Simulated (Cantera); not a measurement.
Feed: 1 mol Al, 0.047 mol CO₂, 4.4 mol N₂, 0.0036 mol O₂, at 46.0 mbar.

These are equilibrium values from Cantera (NASA tables, ideal gas, pure condensed phases), not measurements of a reactor. Candidate condensed phases: Al, AlN, Al₂O₃, C; 32 gas species. Mutual solubility and eutectic melting of coexisting phases are not modelled. Equilibrium is a limit: real reactors are often held back by kinetics, nucleation or transport.

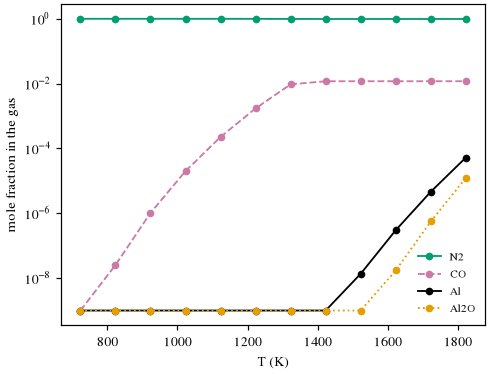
Equilibrium gas composition (values under 1e-9 drawn at 1e-9)

Read off the mole fractions at 1823 K.

N₂ about 0.99, CO about 0.012, Al about 5.2e-5, Al₂O about 1.2e-5.
